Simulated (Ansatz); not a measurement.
H4OSi···HF

```tsv
atom	x (Å)	y (Å)	z (Å)
Si	-0.3790	-0.1075	-0.4917
F	-0.2459	0.6817	2.5250
H	0.8199	-0.8756	-0.0278
H	-0.0888	1.3499	-0.5816
H	-0.7902	-0.6421	-1.8348
O	-1.7003	-0.2439	0.5825
H	-2.0696	-1.1453	0.6497
H	-0.9971	0.3530	2.0220
```

These are results of Ansatz 0.2.0, RKS PBE-D4/6-31G*, not measurements.

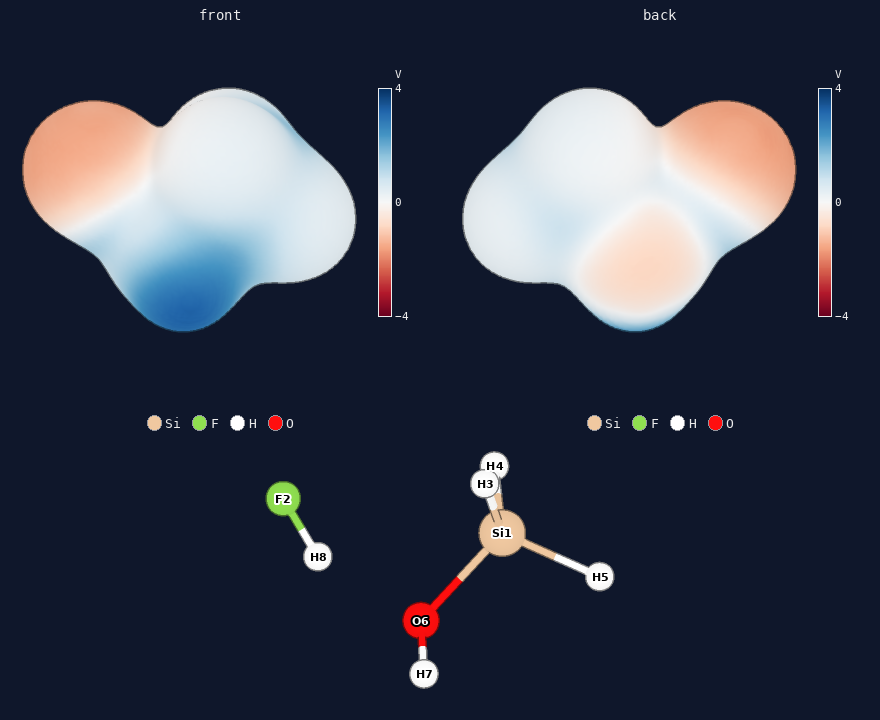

Figure 1. The electrostatic potential painted on the density surface at 0.002 e/bohr³, seen from the front and from behind; the colour scale runs from red (negative) to blue (positive). The bare structure is drawn below in the same view.

### Which sites attract a positive test charge, and which a negative one?

A positive charge is drawn to the negative regions and a negative charge to the positive ones. The most negative region (about −1.6 V, or −37 kcal/mol for a unit charge) lies over F2, the most positive (about +3.2 V, or +74 kcal/mol for a unit charge) over H7.

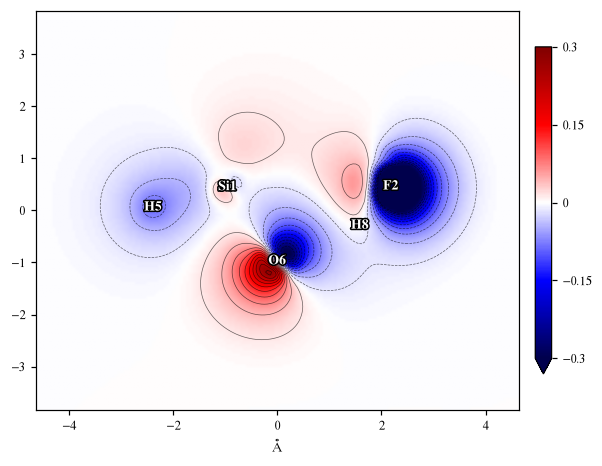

Figure 2. The HOMO on the plane of atoms H5, Si1 and O6 (values in Å⁻³ᐟ²; the overall sign is arbitrary).

### Describe this orbital and give its energy.

Its weight (Hirshfeld) is mainly on F2 (about 90 %); largely a lone pair of F2. Its energy is −7.38 eV.

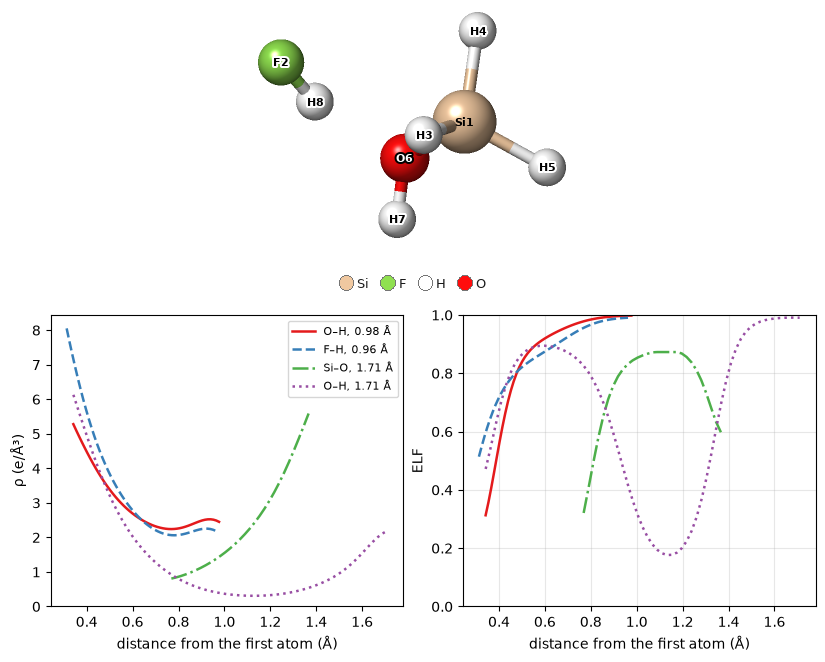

Figure 3. Total electron density and ELF along straight lines between neighbouring atoms. The curves leave out the atomic cores. The structure is drawn too.

### What can be read from the curves?

O–H (0.98 Å): ρ at the midpoint is about 3.5 e/Å³; the ELF climbs to about 1 towards the hydrogen, as it does in any bond to H (a covalent bond by its length).
F–H (0.96 Å): ρ at the midpoint is about 4.1 e/Å³; the ELF climbs to about 1 towards the hydrogen: a covalent bond by its length.
Si–O (1.71 Å): the density is about 0.99 e/Å³ at the midpoint; the ELF peaks at about 0.85 between the atoms: a shared but strongly polarised pair.
O6···H8 (1.71 Å): the density falls to about 0.31 e/Å³ on the way; the ELF dips to about 0.20 between them (by its geometry a hydrogen bond between the two molecules, with no shared pair).

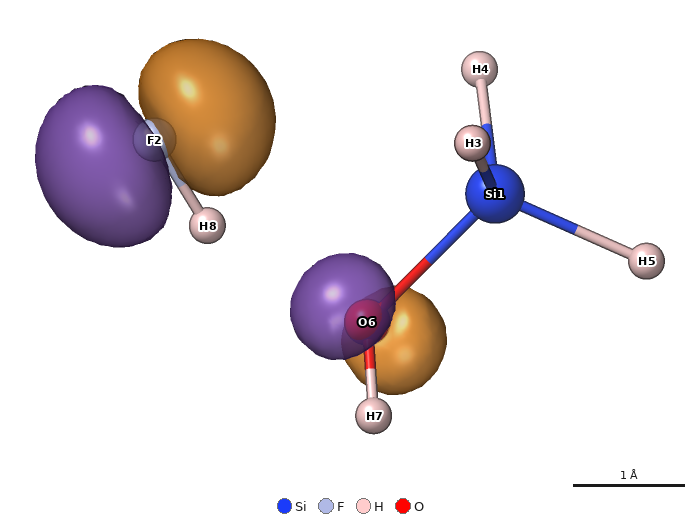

Figure 4. The HOMO−1 at ±0.2 Å⁻³ᐟ² (orange and purple are the two phases), seen across its widest extent.

### What is the character of this orbital?

It lies mainly on F2 (about 75 %) and O6 (about 15 %); largely a lone pair of F2. Its energy is −7.47 eV.
